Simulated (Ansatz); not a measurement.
# BrGeH3···H2S: what the fields show

Input

```
crystal:
  periodic: [false, false, false]
  atoms:
    - {symbol: Ge, position_ang: [-0.871760, 0.993952, -0.603206]}
    - {symbol: S, position_ang: [0.789040, -1.817966, 1.551474]}
    - {symbol: H, position_ang: [-1.574361, 2.084024, -1.420635]}
    - {symbol: H, position_ang: [-1.223668, 1.078804, 0.882239]}
    - {symbol: H, position_ang: [-1.115186, -0.398981, -1.185840]}
    - {symbol: H, position_ang: [1.564329, -0.811955, 1.113559]}
    - {symbol: Br, position_ang: [1.400068, 1.422794, -0.791603]}
    - {symbol: H, position_ang: [1.031639, -2.550572, 0.454111]}
basis:
  gaussian: {orbitals: def2-TZVPP}
hamiltonian: {xc: pbe0, dispersion: d4}
output: {orbitals: {seedname: orbitals}}
```

Launched as:

```sh
ansatz run in.yaml --threads 4 --pin off --events-out ev --progress --plain --max-ram 9574MiB
```

The product side of a reaction path; geometry: PBE0-D4/def2-TZVP.

Method: RKS PBE0-D4/def2-TZVPP in Ansatz 0.2.0.

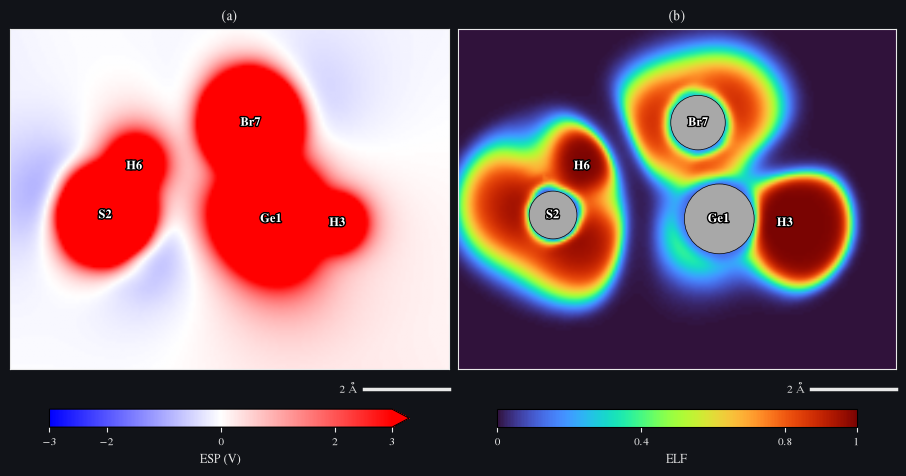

Figure 1. (a) electrostatic potential; (b) ELF on the plane of atoms H3, Ge1 and Br7. Grey discs cover the atomic cores in the ELF map.

### What does the map show?

The plane passes through Ge, S, H and Br nuclei.
Ge1···S2 (3.91 Å): the ELF dips to about 0 between them; a non-bonded, intermolecular contact.
Ge–Br (2.32 Å): the ELF peaks at about 0.80 in the valence shell of Br, 1.0 Å from its nucleus, and is about 0.75 at the midpoint.
S–H (1.34 Å): the ELF climbs to about 1 towards the hydrogen, as it does in any bond to H.
Ge–H (1.53 Å): the ELF climbs to about 1 towards the hydrogen.
The ELF also peaks beside S2 and Br7, away from the bonds: lone-pair regions.
Outside the dense part of the complex the potential is most negative (−0.9 V) near S2.

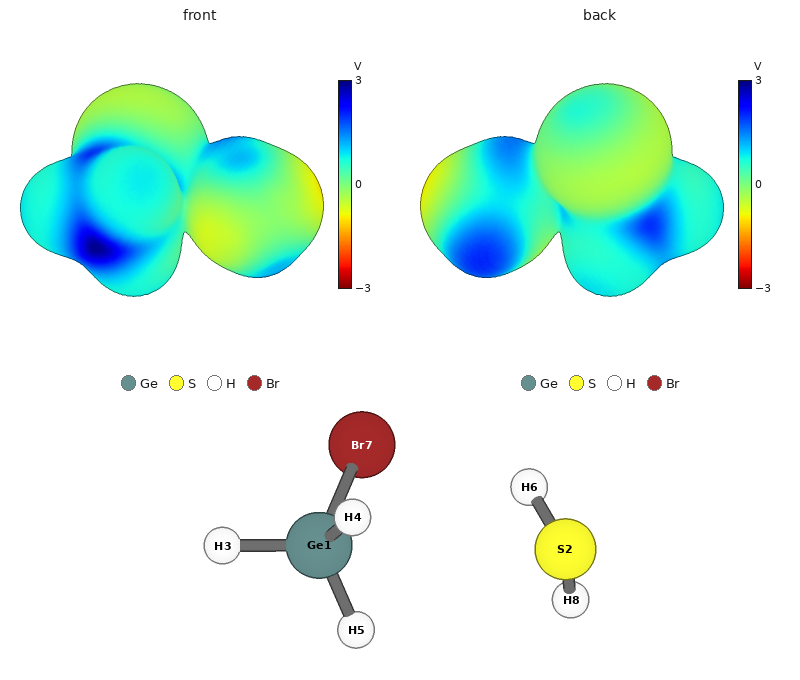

Figure 2. The electrostatic potential painted on the density surface at 0.004 e/bohr³, seen from the front and from behind; the colour scale runs from red (negative) to blue (positive). The bare structure is drawn below in the same view.

### Where is the surface potential most negative and most positive?

The most negative region (about −0.9 V) lies over S2, the most positive (about +2.7 V) over Ge1. Br7 shows a σ-hole: about +0.7 V at the tip opposite its bond, against about 0.0 V on its flanks.

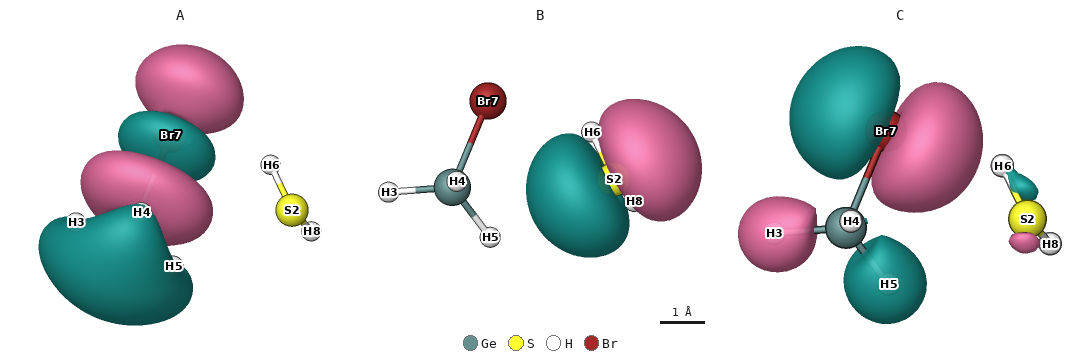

Figure 3. Three frontier orbitals at ±0.08 Å⁻³ᐟ² (teal and pink are the two phases), in no order.

### Order the three orbitals by energy and name them.

C is the HOMO−1 (−8.34 eV). Its weight (Hirshfeld) is mainly on Br7 (about 80 %) and Ge1 (about 10 %); largely a lone pair of Br7. B is the HOMO (−7.51 eV). By Hirshfeld shares it lies mainly on S2 (about 90 %); largely a lone pair of S2. A is the LUMO (−0.67 eV). By Hirshfeld shares it lies mainly on Ge1 (about 50 %) and Br7 (about 35 %).

### What is the HOMO–LUMO gap?

6.84 eV between the orbital energies.
